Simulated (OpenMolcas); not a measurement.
## Run report: Cr²⁺ complex, multiconfigurational calculation

- system: Cr²⁺ with 6 ligands (O; octahedron, 2.259 Å), embedded in CaO by model potentials and point charges, whose field is part of the energies.
- method: state-averaged SS-CASPT2, IPEA shift 0.25, imaginary shift 0.1 hartree, closed shells 3s 3p of the metal and the valence shells of the ligands correlated, active space 4 electrons in the shell 3d, basis ANO-RCC-VDZP on the metal and ANO-RCC-VDZP on the ligands, DKH2 scalar Hamiltonian, spin-orbit coupling by RASSI with atomic mean-field integrals (OpenMolcas)

**Input file**
```
&GATEWAY
Basis set
Cr.ANO-RCC-VDZP.
Cr1 0.0 0.0 0.0 Angstrom
End of basis
Basis set
O.ANO-RCC-VDZP.
L1 2.259000 0.000000 0.000000 Angstrom
L2 0.000000 2.259000 0.000000 Angstrom
L3 0.000000 0.000000 2.259000 Angstrom
End of basis
Basis set
Ca.EMB-AIMP.Pascual.13s7p.1s1p.ECP.CaO.
PseudoCharge
* 3 symmetry-unique lattice sites within 7.6 angstrom
End of basis
Basis set
Ca.EMB-AIMP.Pascual.0s.0s.ECP.CaO.
PseudoCharge
* 24 symmetry-unique lattice sites within 7.6 angstrom
End of basis
Basis set
O.EMB-AIMP.Pascual.0s.0s.ECP.CaO.
PseudoCharge
* 31 symmetry-unique lattice sites within 7.6 angstrom
End of basis
Symmetry
XYZ
AngMom=0.0 0.0 0.0
AMFI
RICD
XField
1037 Angstrom 0
* Evjen-weighted lattice charges
&SEWARD
&RASSCF
FileOrb=start.orb
Symmetry=1
Spin=5
nActEl=4 0 0
Inactive=18 21
Ras2=5 0
CIRoot=5 5 1
SDav=5
CIMx=300
Iter=150 100
PrWF=0.3
OrbListing=Nothing
MaxOrb=0
LevShft=1.0
>>> COPY $Project.JobIph JOB001
&RASSCF
FileOrb=start.orb
Symmetry=1
Spin=3
nActEl=4 0 0
Inactive=18 21
Ras2=5 0
CIRoot=45 45 1
SDav=45
CIMx=300
Iter=150 100
PrWF=0.3
OrbListing=Nothing
MaxOrb=0
LevShft=1.0
>>> COPY $Project.JobIph JOB002
&RASSCF
FileOrb=start.orb
Symmetry=1
Spin=1
nActEl=4 0 0
Inactive=18 21
Ras2=5 0
CIRoot=50 50 1
SDav=50
CIMx=300
Iter=150 100
PrWF=0.3
OrbListing=Nothing
MaxOrb=0
LevShft=1.0
>>> COPY $Project.JobIph JOB003
&RASSI
NrOfJobIphs=3 5 45 50
1 2 3 4 5
1 2 3 4 5 6 7 8 9 10 11 12 13 14 15 16 17 18 19 20 21 22 23 24 25 26 27
28 29 30 31 32 33 34 35 36 37 38 39 40 41 42 43 44 45
1 2 3 4 5 6 7 8 9 10 11 12 13 14 15 16 17 18 19 20 21 22 23 24 25 26 27
28 29 30 31 32 33 34 35 36 37 38 39 40 41 42 43 44 45 46 47 48 49 50
IphNames
JOB001
JOB002
JOB003
EJob
SpinOrbit
DIPRint=1.0
SOCoupling=1000.0
Subsets=2
Property=9
'ANGMOM' 1 'ANGMOM' 2 'ANGMOM' 3 'MLTPL  1' 1 'MLTPL  1' 2 'MLTPL  1' 3
'AMFI' 1 'AMFI' 2 'AMFI' 3
SOProperty=3
'ANGMOM' 1 'ANGMOM' 2 'ANGMOM' 3
>>> COPY JOB001 $Project.JobIph
&CASPT2
Multistate=5 1 2 3 4 5
NoMult
Frozen=5 6
IPEA=0.25
Imaginary=0.1
MaxIter=60
WThr=0.0 0.3 0.05
PrWF=0.5
NoMix
>>> COPY JOB002 $Project.JobIph
&CASPT2
Multistate=45 1 2 3 4 5 6 7 8 9 10 11 12 13 14 15 16 17 18 19 20 21 22
23 24 25 26 27 28 29 30 31 32 33 34 35 36 37 38 39 40 41 42 43 44 45
NoMult
Frozen=5 6
IPEA=0.25
Imaginary=0.1
MaxIter=60
WThr=0.0 0.3 0.05
PrWF=0.5
NoMix
>>> COPY JOB003 $Project.JobIph
&CASPT2
Multistate=50 1 2 3 4 5 6 7 8 9 10 11 12 13 14 15 16 17 18 19 20 21 22
23 24 25 26 27 28 29 30 31 32 33 34 35 36 37 38 39 40 41 42 43 44 45 46
47 48 49 50
NoMult
Frozen=5 6
IPEA=0.25
Imaginary=0.1
MaxIter=60
WThr=0.0 0.3 0.05
PrWF=0.5
NoMix
```

The file start.orb holds starting orbitals from an earlier step. A driver script formed the levels outside the program, from RASSI's spin-orbit matrix and the CASPT2 energies (for multi-state variants, the effective Hamiltonian), averaged over the components of each term or state. The log and the time are those of the CASPT2 step.

Command:
```bash
OMP_NUM_THREADS=1 MOLCAS_MEM=2457 MOLCAS_PROJECT=a pymolcas a.inp > a.log  # once for each step of the input, in one work folder
```

**Output (extracts)**
```
--- CASPT2 ---
Orbital specifications:
      -----------------------

      Symmetry species                           1   2
                                                ag  au
      Frozen orbitals                            5   6
      Inactive orbitals                         13  15
      Active orbitals                            5   0
      Secondary orbitals                        46  52
      Deleted orbitals                           0   0
      Number of basis functions                 69  73
Type of calculation                        SS-CASPT2
      Fock operator                              state-specific
      IPEA shift                                 0.25
      Real shift                                 0.00
      Imaginary shift                            0.10
      The input orbitals will be transformed to quasi-canonical
Reference energy:       -1506.9832194746
      E2 (Non-variational):      -1.5340840002
      Shift correction:          -0.0012411418
      E2 (Variational):          -1.5353251420
      Total energy:           -1508.5185446167
      Residual norm:              0.0000005760
      Reference weight:           0.71289
      Contributions to the CASPT2 correlation energy
      Active & Virtual Only:         -0.0432785487
      One Inactive Excited:          -0.1827328377
      Two Inactive Excited:          -1.3080726137
Reference energy:       -1506.9832194746
      E2 (Non-variational):      -1.5341212441
      Shift correction:          -0.0012412745
      E2 (Variational):          -1.5353625185
      Total energy:           -1508.5185819931
      Residual norm:              0.0000005709
      Reference weight:           0.71288
      Contributions to the CASPT2 correlation energy
      Active & Virtual Only:         -0.0432786211
      One Inactive Excited:          -0.1827713346
      Two Inactive Excited:          -1.3080712883
::    CASPT2 Root  1     Total energy:  -1508.51854462
::    CASPT2 Root  2     Total energy:  -1508.51858199
::    CASPT2 Root  3     Total energy:  -1508.46915597
::    CASPT2 Root  4     Total energy:  -1508.46915552
::    CASPT2 Root  5     Total energy:  -1508.46912420
--- CASPT2 ---
Orbital specifications:
      -----------------------

      Symmetry species                           1   2
                                                ag  au
      Frozen orbitals                            5   6
      Inactive orbitals                         13  15
      Active orbitals                            5   0
      Secondary orbitals                        46  52
      Deleted orbitals                           0   0
      Number of basis functions                 69  73
Type of calculation                        SS-CASPT2
      Fock operator                              state-specific
      IPEA shift                                 0.25
      Real shift                                 0.00
      Imaginary shift                            0.10
      The input orbitals will be transformed to quasi-canonical
Reference energy:       -1506.9299874583
      E2 (Non-variational):      -1.5466883578
      Shift correction:          -0.0012515718
      E2 (Variational):          -1.5479399297
      Total energy:           -1508.4779273880
      Residual norm:              0.0000005919
      Reference weight:           0.71128
      Contributions to the CASPT2 correlation energy
      Active & Virtual Only:         -0.0486844271
      One Inactive Excited:          -0.1828900711
      Two Inactive Excited:          -1.3151138597
Reference energy:       -1506.9299874583
      E2 (Non-variational):      -1.5466883602
      Shift correction:          -0.0012515718
      E2 (Variational):          -1.5479399320
      Total energy:           -1508.4779273902
      Residual norm:              0.0000005919
      Reference weight:           0.71128
      Contributions to the CASPT2 correlation energy
      Active & Virtual Only:         -0.0486844321
      One Inactive Excited:          -0.1828900722
      Two Inactive Excited:          -1.3151138559
::    CASPT2 Root  1     Total energy:  -1508.47792739
::    CASPT2 Root  2     Total energy:  -1508.47792739
::    CASPT2 Root  3     Total energy:  -1508.47829290
::    CASPT2 Root  4     Total energy:  -1508.44332307
::    CASPT2 Root  5     Total energy:  -1508.44325235
::    CASPT2 Root  6     Total energy:  -1508.44514268
::    CASPT2 Root  7     Total energy:  -1508.44533596
::    CASPT2 Root  8     Total energy:  -1508.44516619
::    CASPT2 Root  9     Total energy:  -1508.44151351
::    CASPT2 Root 10     Total energy:  -1508.44164782
::    CASPT2 Root 11     Total energy:  -1508.44159344
::    CASPT2 Root 12     Total energy:  -1508.43502556
::    CASPT2 Root 13     Total energy:  -1508.43301128
::    CASPT2 Root 14     Total energy:  -1508.41869638
::    CASPT2 Root 15     Total energy:  -1508.41861775
::    CASPT2 Root 16     Total energy:  -1508.40051179
::    CASPT2 Root 17     Total energy:  -1508.40049935
::    CASPT2 Root 18     Total energy:  -1508.40050187
::    CASPT2 Root 19     Total energy:  -1508.39360953
::    CASPT2 Root 20     Total energy:  -1508.39360961
::    CASPT2 Root 21     Total energy:  -1508.39353195
::    CASPT2 Root 22     Total energy:  -1508.38747048
::    CASPT2 Root 23     Total energy:  -1508.38747020
::    CASPT2 Root 24     Total energy:  -1508.38744851
::    CASPT2 Root 25     Total energy:  -1508.37045310
::    CASPT2 Root 26     Total energy:  -1508.37045438
::    CASPT2 Root 27     Total energy:  -1508.37045558
::    CASPT2 Root 28     Total energy:  -1508.37703222
::    CASPT2 Root 29     Total energy:  -1508.37700533
::    CASPT2 Root 30     Total energy:  -1508.37881987
--- CASPT2 ---
Orbital specifications:
      -----------------------

      Symmetry species                           1   2
                                                ag  au
      Frozen orbitals                            5   6
      Inactive orbitals                         13  15
      Active orbitals                            5   0
      Secondary orbitals                        46  52
      Deleted orbitals                           0   0
      Number of basis functions                 69  73
Type of calculation                        SS-CASPT2
      Fock operator                              state-specific
      IPEA shift                                 0.25
      Real shift                                 0.00
      Imaginary shift                            0.10
      The input orbitals will be transformed to quasi-canonical
Reference energy:       -1506.8861043241
      E2 (Non-variational):      -1.5567427362
      Shift correction:          -0.0012689614
      E2 (Variational):          -1.5580116976
      Total energy:           -1508.4441160217
      Residual norm:              0.0000006166
      Reference weight:           0.70928
      Contributions to the CASPT2 correlation energy
      Active & Virtual Only:         -0.0509985703
      One Inactive Excited:          -0.1888497043
      Two Inactive Excited:          -1.3168944616
Reference energy:       -1506.8861043241
      E2 (Non-variational):      -1.5566985135
      Shift correction:          -0.0012686642
      E2 (Variational):          -1.5579671778
      Total energy:           -1508.4440715018
      Residual norm:              0.0000006039
      Reference weight:           0.70930
      Contributions to the CASPT2 correlation energy
      Active & Virtual Only:         -0.0509645396
      One Inactive Excited:          -0.1888430908
      Two Inactive Excited:          -1.3168908831
::    CASPT2 Root  1     Total energy:  -1508.44411602
::    CASPT2 Root  2     Total energy:  -1508.44407150
::    CASPT2 Root  3     Total energy:  -1508.44420670
::    CASPT2 Root  4     Total energy:  -1508.43754326
::    CASPT2 Root  5     Total energy:  -1508.43756675
::    CASPT2 Root  6     Total energy:  -1508.42755640
::    CASPT2 Root  7     Total energy:  -1508.40679527
::    CASPT2 Root  8     Total energy:  -1508.40905610
::    CASPT2 Root  9     Total energy:  -1508.40907200
::    CASPT2 Root 10     Total energy:  -1508.40923316
::    CASPT2 Root 11     Total energy:  -1508.40446270
::    CASPT2 Root 12     Total energy:  -1508.40340951
::    CASPT2 Root 13     Total energy:  -1508.40340858
::    CASPT2 Root 14     Total energy:  -1508.39300188
::    CASPT2 Root 15     Total energy:  -1508.39287639
::    CASPT2 Root 16     Total energy:  -1508.35710517
::    CASPT2 Root 17     Total energy:  -1508.35713306
::    CASPT2 Root 18     Total energy:  -1508.35714312
::    CASPT2 Root 19     Total energy:  -1508.35689204
::    CASPT2 Root 20     Total energy:  -1508.35690265
::    CASPT2 Root 21     Total energy:  -1508.35995956
::    CASPT2 Root 22     Total energy:  -1508.34021027
::    CASPT2 Root 23     Total energy:  -1508.34022893
::    CASPT2 Root 24     Total energy:  -1508.34020414
::    CASPT2 Root 25     Total energy:  -1508.34318958
::    CASPT2 Root 26     Total energy:  -1508.34323812
::    CASPT2 Root 27     Total energy:  -1508.34324966
::    CASPT2 Root 28     Total energy:  -1508.33223744
::    CASPT2 Root 29     Total energy:  -1508.32283735
::    CASPT2 Root 30     Total energy:  -1508.32300024
```

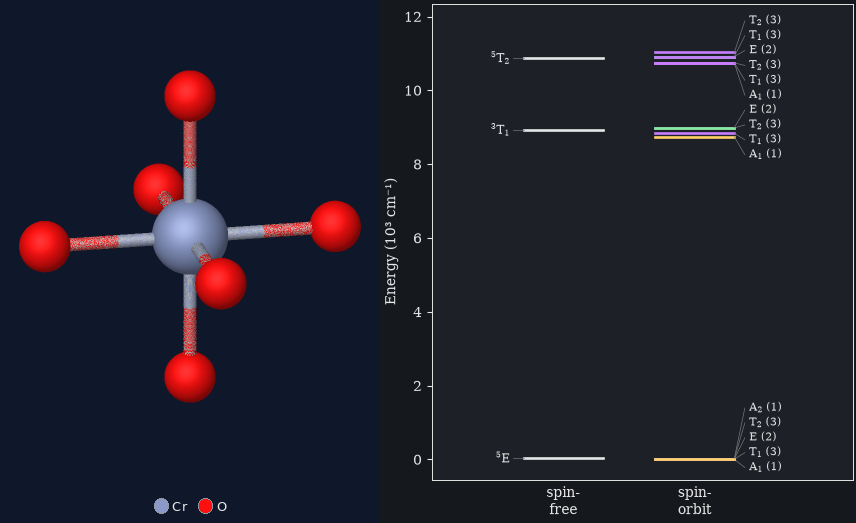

Fig. 1: Cr²⁺ (3d⁴) as a dopant in CaO, a cluster with its 6 nearest O²⁻ at 2.259 Å (octahedron) embedded in model potentials and point charges; the geometry was set, not optimised, and its levels. Labels give the representation in O, Td, D4 or D3 as the site allows (double group for half-integer spin) where it could be assigned and, in brackets, the degeneracy; spin-free states, where drawn, share the zero of the spin-orbit levels. The ground level is A₁, non-degenerate, 100 % from states of spin multiplicity 5. The next level lies at 5.8 cm⁻¹ (T₁). The lowest spin-free state is ⁵E, from the free-ion D term; of the same spin there follows at 10,800 cm⁻¹ (⁵T₂) above it.

**Results in brief**

- outcome: converged; degenerate states are split by up to 231 cm⁻¹
- energy of the lowest spin-free term: −1508.51856 hartree
- energy of the lowest spin-orbit level: −1508.51869 hartree
- CASPT2 correlation energy: −1.5353 hartree
- largest spread among components of a term: 231.4 cm⁻¹
- lowest reference weight: 0.698
- hardware: 1 thread of Intel Xeon (Sapphire Rapids), 64 GiB of memory available, shared host
- wall time: 5.3 min
- peak memory: 0.18 GiB

**Remarks**

The components of ¹T1, which symmetry makes degenerate, are split by 231 cm⁻¹ in CASPT2, and those of 2 more by over 50 cm⁻¹. This is an artefact; the levels of such states rest on averages and are uncertain by about as much. To bear in mind: orbital doublet at a regular site, Jahn-Teller distortion not allowed for; small active space favours high spin, ground spin may be wrong; the geometry is set by hand, with no relaxation.
